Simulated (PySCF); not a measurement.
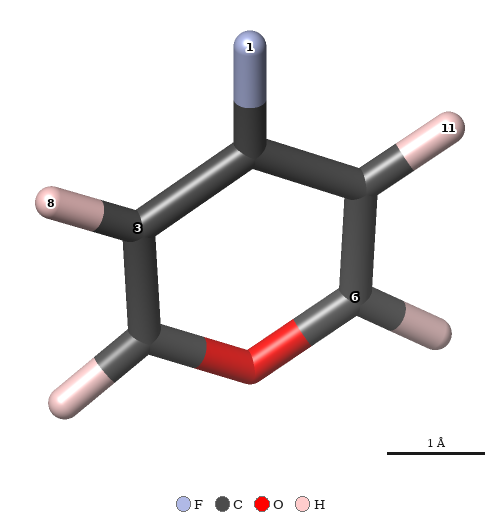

*The structure as given in the input (stick view, seen at a tilt; atoms are numbered from 1 in the order of the input).*

Bond lengths as drawn: C–C 1.37 to 1.40 Å, C–F 1.30 Å, C–H 1.08 Å and C–O 1.31 Å.

# C5H4FO (charge +1): NMR shielding calculation

System: C5H4FO, charge +1.
Method: GIAO PBE/aug-pcSseg-1 NMR shielding, non-relativistic, gas phase (PySCF 2.14.0).

The geometry comes from this level: GFN2-xTB. Figures and captions count atoms from 1; the log counts them from 0 in places.

What the program printed
```
coarse grid: 10088 points
cycle   1  E = -367.1375363836  dE =  1.492e+00  |g| = 5.832e-01  |ddm| = 7.505e+00
cycle   2  E = -366.9848486056  dE =  1.527e-01  |g| = 1.077e+00  |ddm| = 1.936e+00
cycle   3  E = -367.1974981953  dE = -2.126e-01  |g| = 1.251e-01  |ddm| = 1.075e+00
cycle   4  E = -367.1988117415  dE = -1.314e-03  |g| = 8.538e-02  |ddm| = 2.659e-01
cycle   5  E = -367.2004483156  dE = -1.637e-03  |g| = 1.793e-02  |ddm| = 1.252e-01
cycle   6  E = -367.2005058648  dE = -5.755e-05  |g| = 1.123e-02  |ddm| = 4.785e-02
cycle   7  E = -367.2005378157  dE = -3.195e-05  |g| = 1.941e-03  |ddm| = 1.724e-02
cycle   8  E = -367.2005385050  dE = -6.893e-07  |g| = 5.484e-04  |ddm| = 3.304e-03
final grid: 100344 points
cycle   9  E = -367.2767938522  dE = -2.155e-05  |g| = 1.720e-02  |ddm| = 3.021e-01
cycle  10  E = -367.2765745262  dE =  2.193e-04  |g| = 3.866e-02  |ddm| = 6.260e-02
cycle  11  E = -367.2768426627  dE = -2.681e-04  |g| = 5.126e-03  |ddm| = 4.364e-02
cycle  12  E = -367.2768491888  dE = -6.526e-06  |g| = 1.690e-03  |ddm| = 1.029e-02
cycle  13  E = -367.2768498973  dE = -7.086e-07  |g| = 2.929e-04  |ddm| = 2.957e-03
cycle  14  E = -367.2768499148  dE = -1.746e-08  |g| = 8.471e-05  |ddm| = 6.124e-04
cycle  15  E = -367.2768499160  dE = -1.200e-09  |g| = 3.662e-05  |ddm| = 1.702e-04
cycle  16  E = -367.2768499163  dE = -2.763e-10  |g| = 4.638e-06  |ddm| = 6.135e-05
```

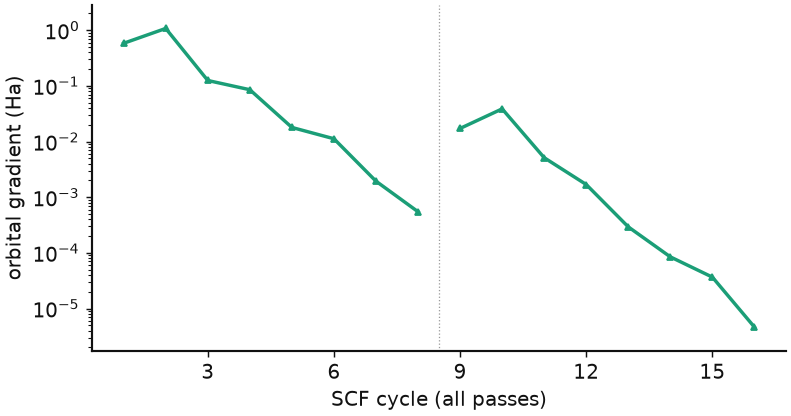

*Convergence of the self-consistent field: orbital gradient against the SCF cycle. The dotted line marks the change from a coarse to the final integration grid.*

The first 8 cycles use a coarse grid, the final grid takes over at cycle 9, and the field converges after 16 cycles in all.

```
converged SCF energy = -367.2768499163

GIAO shielding tensors (ppm)
atom      isotropic    diamagn.    paramagn.     s11        s22        s33       span
  0 F      173.741     489.582    -315.842     62.319     73.249    385.654    323.334
  1 C       -9.501     229.695    -239.196   -105.904    -11.546     88.948    194.852
  2 C       55.534     267.159    -211.625    -36.336     39.583    163.355    199.691
  3 C        8.635     252.352    -243.717    -97.513      9.364    114.055    211.568
  4 O       -7.234     388.432    -395.666   -245.315   -144.108    367.720    613.034
  5 C        8.633     252.357    -243.723    -97.511      9.363    114.048    211.559
  6 C       55.537     267.162    -211.624    -36.331     39.588    163.354    199.685
  7 H       23.299      23.811      -0.513     21.027     22.111     26.758      5.732
  8 H       22.044      25.313      -3.269     18.268     22.247     25.617      7.349
  9 H       22.043      25.311      -3.268     18.267     22.247     25.616      7.349
 10 H       23.298      23.809      -0.511     21.024     22.112     26.757      5.733
```

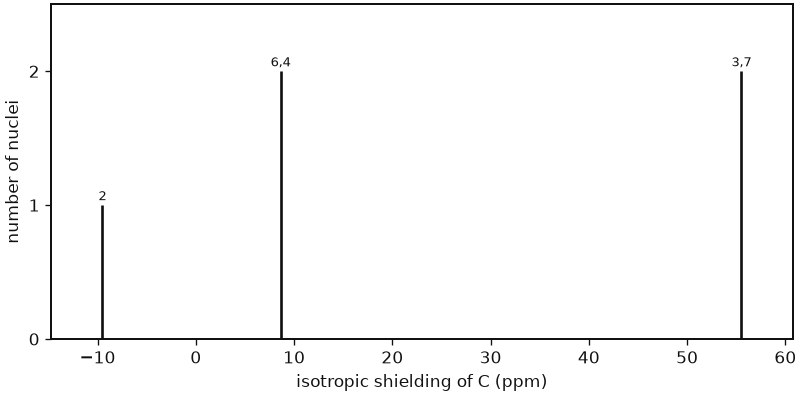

*Isotropic shieldings of the carbon nuclei in this fixed geometry, labelled by atom number; shielding grows to the right, so chemical shift grows to the left.*

The least shielded is C2 (−9.5 ppm), the most shielded C7 (55.5 ppm).

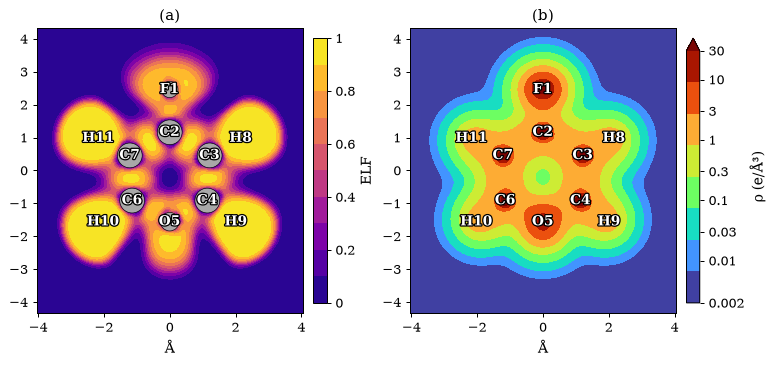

*(a) ELF; (b) electron density on the molecular plane. Grey discs, where drawn, cover atomic cores.*

Atoms in the plane: F, C, O and H. C–C (1.37 Å): ρ is about 2.1 e/Å³ halfway; the ELF peaks at about 0.95 between the atoms, as expected for localised, shared-pair bonding.

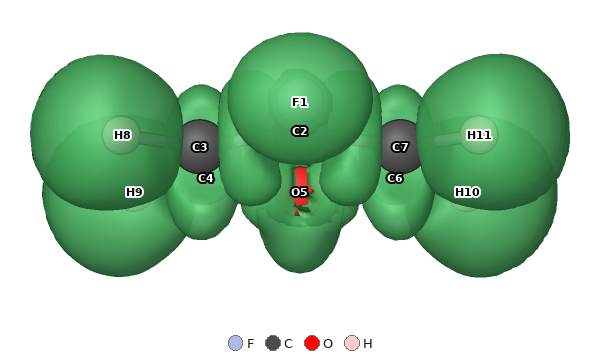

*Isosurface of the ELF at 0.75 (green), seen from the side. Only the valence region is drawn (cores and ρ < 0.01 e/Å³ removed).*

Along the contacts the grid gives the following. C–F (1.30 Å): the ELF peaks at about 0.85 between the atoms (a shared but strongly polarised pair). C–O (1.31 Å): the ELF peaks at about 0.90 between the atoms (a shared but strongly polarised pair).

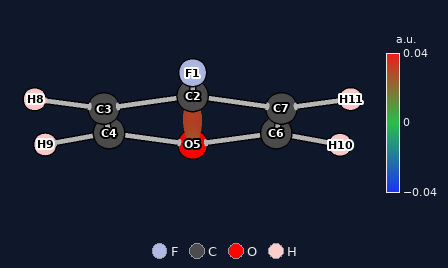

*Non-covalent interaction (NCI) plot: the surface where the reduced density gradient is 0.4, for densities under 0.05 a.u., coloured by sign(λ₂)ρ; seen from the side.*

The run was set up as follows.

Input file
```
{"job": {"kind": "nmr", "xc": "PBE", "basis": "aug-pcSseg-1", "pop": true}, "charge": 1, "multiplicity": 1}
F     -1.097533     2.203942     0.007341
C     -0.517710     1.040258     0.001962
C     -1.289777    -0.130305     0.013819
C     -0.614397    -1.327334     0.006515
O      0.694157    -1.391983    -0.009099
C      1.430558    -0.308273    -0.018932
C      0.881657     0.951783    -0.015234
H     -2.368787    -0.084999     0.028443
H     -1.106849    -2.293860     0.013295
H      2.498749    -0.497144    -0.029603
H      1.495355     1.840585    -0.024469
```

The first line tells a small driver script what to run in PySCF; the rest is the geometry in Å.

Command:
```bash
OMP_NUM_THREADS=1 python <driver script> task.json out
```

Summary

| quantity | value |
| --- | --- |
| outcome | converged |
| total energy | −367.276850 hartree |
| HOMO | −13.26 eV |
| LUMO | −8.80 eV |
| isotropic shielding, F | 173.7 ppm |
| isotropic shielding, C | −9.5 to 55.5 ppm |
| isotropic shielding, O | −7.2 ppm |
| isotropic shielding, H | 22.0 to 23.3 ppm |
| hardware | 1 CPU thread, shared host |
| wall time | 40 s |
| peak memory | 0.73 GiB |

Remarks

Settings chosen away from the usual ones: PBE/aug-pcSseg-1.
